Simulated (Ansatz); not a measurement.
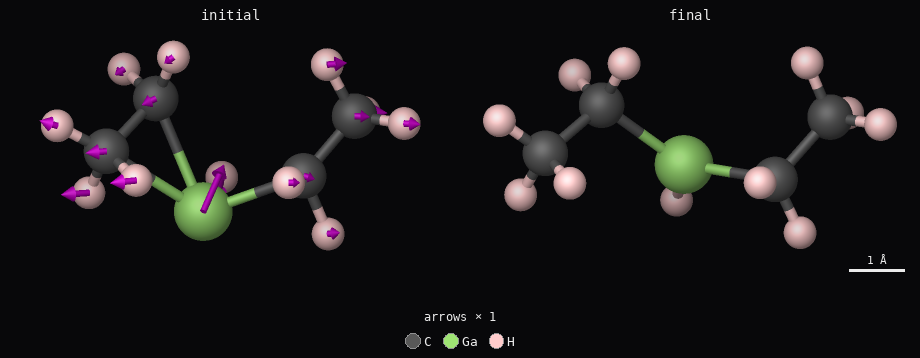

The structure of C₄H₁₁Ga (coarse preliminary run) before (left) and after (right) a relaxation, at one scale. The purple arrows give the displacements, at their true length.

Style: ball-and-stick. Shown face on.

The start comes from a force field.

Computed with RKS PBE-D4/def2-SVP in Ansatz.

Input
```yaml
crystal:
  periodic: [false, false, false]
  atoms:
    - {symbol: C, position_ang: [-0.761900, -0.174100, 2.139600]}
    - {symbol: C, position_ang: [0.394600, 0.460600, 1.426800]}
    - {symbol: Ga, position_ang: [-1.357200, 0.361500, 0.015000]}
    - {symbol: C, position_ang: [-0.203600, -0.416800, -1.463100]}
    - {symbol: C, position_ang: [1.099800, -0.250000, -2.090500]}
    - {symbol: H, position_ang: [-0.555500, -0.359600, 3.178700]}
    - {symbol: H, position_ang: [-1.102700, -1.050600, 1.605500]}
    - {symbol: H, position_ang: [-1.605600, 0.620100, 2.106400]}
    - {symbol: H, position_ang: [0.727200, 1.406300, 1.989300]}
    - {symbol: H, position_ang: [1.234400, -0.268300, 1.445600]}
    - {symbol: H, position_ang: [-0.703600, 1.861300, -0.387100]}
    - {symbol: H, position_ang: [-0.368600, -1.456100, -1.060500]}
    - {symbol: H, position_ang: [-1.111900, -0.201200, -2.234300]}
    - {symbol: H, position_ang: [1.179800, 0.812000, -2.418500]}
    - {symbol: H, position_ang: [1.875000, -0.457900, -1.303600]}
    - {symbol: H, position_ang: [1.236800, -0.909900, -2.905000]}
basis:
  gaussian: {orbitals: def2-SVP}
hamiltonian: {xc: pbe, dispersion: d4}
relax: {f_tol: 0.03, max_steps: 200}
```

Command:
```bash
ansatz run in.yaml --threads 4 --pin off --events-out ev --progress --plain --max-ram 11315MiB
```

Q: Summarise the run.

A: Over 12 accepted moves (13 points after the start) the energy falls by 466.3 kJ/mol. The largest force component goes from 4.5 to 0.012 eV/Å. The line search rejected the trial step at point 7 of the run. The largest move after the best rigid fit is that of Ga3, 1.07 Å. By element the largest moves are Ga 1.07 Å, H 0.60 Å, C 0.40 Å. Among the contacts that change: Ga3–H8 2.122 → 3.145 Å, Ga3–H7 2.142 → 3.143 Å, C1–Ga3 2.271 → 2.939 Å, C2–Ga3 2.252 → 1.999 Å. Among the angles between lasting bonds that change: C2–Ga3–H11 79.0° → 119.5°, C1–C2–Ga3 71.3° → 111.7°, C4–Ga3–H11 87.0° → 120.0°.
